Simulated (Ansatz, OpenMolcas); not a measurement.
**Exact exchange and the vertical energy of the triplet above the singlet of GeH4 (germane)**

GeH4 has 5 atoms, charge 0, and is taken as a singlet. SMILES: `[GeH4]`. Geometry: relaxed at PBE0-D4/def2-TZVP.

The vertical energy of the triplet above the singlet y, in eV, basis def2-TZVP; a is the functional's share of exact exchange. Programs: Ansatz 0.2.0, OpenMolcas 26.06.

| functional | program | a | y (eV) |
| --- | --- | --- | --- |
| TPSS | OpenMolcas | 0 | 8.14 |
| BLYP | Ansatz | 0 | 8.02 |
| B3LYP | Ansatz | 0.2 | 8.24 |
| r2SCAN0 | Ansatz | 0.25 | 8.24 |
| PBE0 | Ansatz | 0.25 | ? |
| BHLYP | Ansatz | 0.5 | 8.51 |

**Question.** Fit y = c + s·a to the known rows and predict PBE0.

**Answer.** 
1. Means of the 5 rows: a = 0.1900, y = 8.230.
2. Σ(Δa)² = 0.172, Σ(Δa·Δy) = 0.1445, so the slope is 0.1445/0.172 = 0.84012.
3. Intercept: 8.230 − (0.84012) × 0.1900 = 8.070. The largest residual of the fit is 0.070.
4. PBE0: 8.070 + (0.84012) × 0.25 = 8.28 eV.

The run gave 8.18 eV, so the prediction is off by +0.10 eV, about the scatter of the fit. The rows mix families of semi-local functionals, which the line can't see.

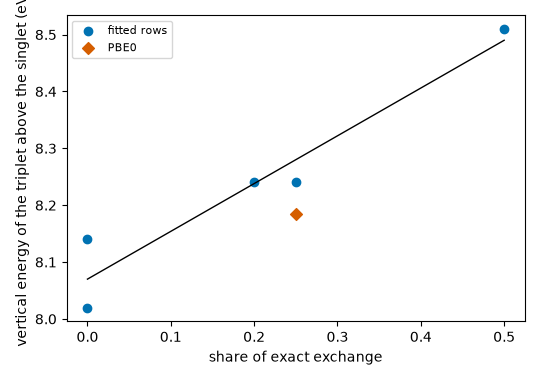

The fitted line, with the withheld row.
